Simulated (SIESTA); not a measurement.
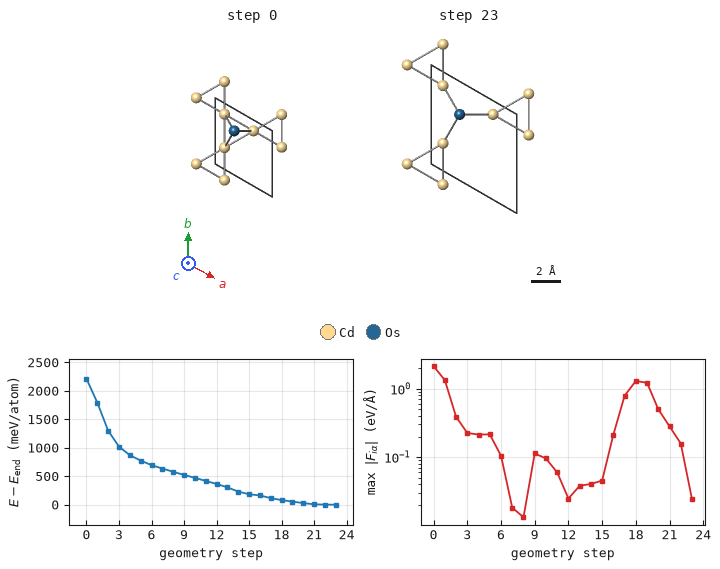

First and last geometry of a relaxation of solid Cd$_{3}$Os (a generated structure, set up in P-6m2), with the history of the run. The picture is a ball-and-stick view of the cell of the calculation, seen along the c axis.

The run lets cell and atoms move.

All numbers below come from SIESTA, Kohn-Sham DFT of a periodic cell, PBE, PseudoDojo 0.4 standard, converted to PSML.

Input file:
```python
from ase.io import read
from ase.calculators.siesta import Siesta
from ase.units import Ry, GPa
from ase.optimize import BFGS
from ase.filters import FrechetCellFilter

atoms = read("POSCAR")

fdf = {
    'SCFMustConverge': False,
    'OccupationFunction': 'FD',
    'ElectronicTemperature': '0.05 eV',
    'MaxSCFIterations': '120',
    'SCF.Mixer.Method': 'Pulay',
    'SCF.Mixer.Weight': '0.25',
    'SCF.Mixer.History': '8',
    'SCF.DM.Tolerance': '5.0e-05',
    'SCF.H.Tolerance': '1.0e-03 eV',
    'WriteForces': 'true',
    'Charge.Mulliken': 'end',
}
calc = Siesta(
    label="Cd3Os",
    command="siesta < PREFIX.fdf > PREFIX.out",
    pseudo_path="pseudos",
    pseudo_qualifier="",
    xc=('GGA', 'PBE'),
    basis_set="DZP",
    mesh_cutoff=800 * Ry,
    energy_shift=0.002 * Ry,
    kpts=[5, 5, 4],
    spin="non-polarized",
    fdf_arguments=fdf,
)
atoms.calc = calc

opt = BFGS(FrechetCellFilter(atoms), trajectory="relax.traj")
converged = opt.run(fmax=0.04, steps=40)
print("converged:", converged)
print("cell (A):", atoms.cell.cellpar().round(5))
print("scaled positions:")
print(atoms.get_scaled_positions().round(6))
print(f"energy = {atoms.get_potential_energy():.6f} eV")
free = atoms.get_potential_energy(force_consistent=True)
print(f"free energy = {free:.6f} eV")
print("forces (eV/A):")
print(atoms.get_forces(apply_constraint=False).round(6))
print("stress (GPa, Voigt order, tension positive):", (atoms.get_stress() / GPa).round(4))
```

Command:
```bash
python run.py
```

**Read the history and describe the run.**

It converged. The energy falls by 2213 meV per atom in 23 geometry steps. Largest force component: 2.1 eV/Å at the start, 0.024 eV/Å at the end. Pressure: 31.47 GPa at the start and 0.10 GPa at the end. The largest moves relative to the cell, 0.30 Å, are those of Cd atoms. Os stays in place. The volume changes by +22.5 %, with a = b 4.694 → 7.030 Å (+49.8 %), c 5.175 → 2.826 Å (−45.4 %). Some distances before and after: Os–Os 5.175 → 2.826 Å, Cd–Cd 5.175 → 2.826 Å, Cd–Cd 2.381 → 4.094 Å, Cd–Cd 2.313 → 2.936 Å. Bonds break, among them: Cd–Cd (2.38 → 4.09 Å). Among the angles between lasting bonds that change: Os–Cd–Os 124.0° → 61.7°, Cd–Os–Cd 124.0° → 61.7°, Cd–Cd–Os 114.0° → 138.0°. The space group stays P-6m2 (No. 187). Cost: 17 min on 1 thread of INTEL(R) XEON(R) PLATINUM 8581C CPU @ 2.30GHz (Emerald Rapids), on a shared host, peak memory 0.49 GiB.
